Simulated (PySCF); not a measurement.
**BH3 (borane) at MP2/cc-pVQZ**

Aim: the vertical singlet–triplet gap of BH3 (borane) at MP2/cc-pVQZ, from 2 runs. The job is set up through a Python script.

The results are computed with PySCF 2.14.0.

### Step 1. The structure to begin with

BH3: 4 atoms, total charge 0, spin state singlet. As SMILES, `B`. Geometry: relaxed at PBE0-D4/def2-TZVP.

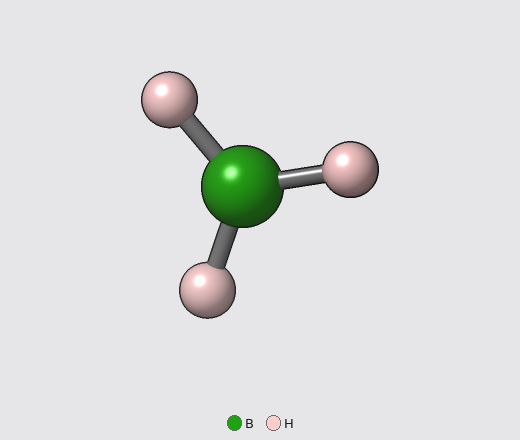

Viewed from a chosen angle; boron green, hydrogen pink.

### Step 2. The energy at MP2/cc-pVQZ

calc.py reads:

```python
from pyscf import gto, mp

system = gto.Mole()
system.atom = 'B 0.013900 -0.015100 -0.005100; H 0.982200 0.381700 0.568800; H -0.276200 -1.171800 0.043000; H -0.664400 0.744900 -0.626900'
system.verbose = 3
system.charge = 0
system.basis = 'cc-pvqz'
system.max_memory = 1860
system.build()

hf = system.RHF()
hf.conv_tol = 1e-10
hf.kernel()
if not hf.converged:
    hf = hf.newton().run(hf.mo_coeff, hf.mo_occ)

pt = mp.MP2(hf, frozen=1).run()
e_final = pt.e_tot
print('E(%s) = %.9f' % ('MP2', e_final))
```

Launch:

```sh
$ OMP_NUM_THREADS=1 python calc.py
```

Output:

```text
converged SCF energy = -26.4020299312423
E(RMP2) = -26.5224138837435  E_corr = -0.120383952501201
E(SCS-RMP2) = -26.5362738657207  E_corr = -0.134243934478328
E(MP2) = -26.522413884
```

Wall time 6.3 s (1 thread of Arm Neoverse V1, shared host); peak memory 0.57 GiB.

### Step 3. The triplet

run.py reads:

```python
from pyscf import gto, mp

molecule = gto.M(
    atom=[
    ('B', (0.013900, -0.015100, -0.005100)),
    ('H', (0.982200, 0.381700, 0.568800)),
    ('H', (-0.276200, -1.171800, 0.043000)),
    ('H', (-0.664400, 0.744900, -0.626900)),
],
    max_memory=1860,
    verbose=3,
    basis='cc-pvqz',
    spin=2,
)

myscf = molecule.UHF()
myscf.conv_tol = 1e-10
myscf.kernel()
if not myscf.converged:
    myscf = myscf.newton().run(myscf.mo_coeff, myscf.mo_occ)

pt = mp.MP2(myscf, frozen=1).run()
energy = pt.e_tot
print('E(%s) = %.9f' % ('MP2', energy))
```

Launch:

```sh
$ OMP_NUM_THREADS=1 python run.py
```

Output:

```text
WARN: HOMO -0.0253389745691308 >= LUMO -0.37883396899056

converged SCF energy = -26.2045465090144  <S^2> = 2.0269027  2S+1 = 3.0178818
E(UMP2) = -26.3193236543867  E_corr = -0.114777145372314
E(SCS-UMP2) = -26.3254724705335  E_corr = -0.120925961519122
E(MP2) = -26.319323654
```

Run time: 23 s. Hardware: 1 thread of Arm Neoverse V1, shared host; peak memory 0.9 GiB.

### Step 4. What came out

At MP2/cc-pVQZ, 1 core orbital frozen:

```
                                                           quantity         value
                                              singlet: total energy  -26.52241 Eh
                      singlet: dipole moment (Hartree–Fock density)        0.00 D
                       singlet: HOMO energy (Hartree–Fock orbitals)     -13.55 eV
                       singlet: LUMO energy (Hartree–Fock orbitals)       1.46 eV
                     singlet: HOMO–LUMO gap (Hartree–Fock orbitals)      15.01 eV
                singlet: correlation energy (1 core orbital frozen)    -120.4 mEh
                                              triplet: total energy  -26.31932 Eh
                      triplet: dipole moment (Hartree–Fock density)        1.02 D
triplet: HOMO energy (Hartree–Fock orbitals) (highest over α and β)      -7.87 eV
 triplet: LUMO energy (Hartree–Fock orbitals) (lowest over α and β)      -3.01 eV
                triplet: correlation energy (1 core orbital frozen)    -114.8 mEh
                         triplet: ⟨S²⟩ of the reference determinant         2.027
                   vertical energy of the triplet above the singlet      5.526 eV
```

What this shows: At this shape the triplet lies 5.53 eV (533 kJ/mol) above the singlet. Mulliken charges (triplet) of the mean-field density run from -0.25 on B1 to +0.15 on H4; in a basis this large or diffuse they mean little.
